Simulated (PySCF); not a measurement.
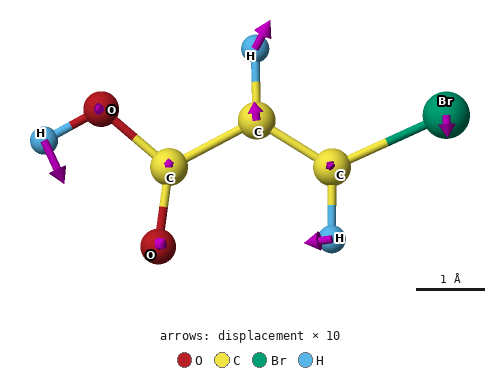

This is a relaxation of C3H3BrO2. The starting structure is drawn; purple arrows show the displacements, magnified 10 times. The two geometries are superimposed by the best rigid fit.

Style: ball-and-stick. Shown face on.

The start comes from GFN2-xTB.

These are results of PySCF 2.14.0, density-fitted response routines, PBE0-D3(BJ)/def2-SVP geometry optimisation, gas phase, not measurements. 

**Atoms of which element are displaced furthest, and by how much?**

Hydrogen: up to 0.072 Å, against 0.034 Å for bromine.

**Describe the change and its energy.**

The energy falls by 0.54 kcal/mol in 7 geometry steps. The largest force component goes from 0.48 to 0.012 eV/Å. An H atom moves most after the best rigid fit: 0.072 Å. By element the largest moves are H 0.072 Å, Br 0.034 Å, C 0.029 Å, O 0.021 Å. Some distances before and after: C–H 1.080 → 1.093 Å, Br–C 1.869 → 1.861 Å, C–C 1.328 → 1.335 Å, C–C 1.475 → 1.480 Å. Among the angles between lasting bonds that change: C–O–H 110.5° → 106.5°, C–C–H 116.5° → 118.6°.
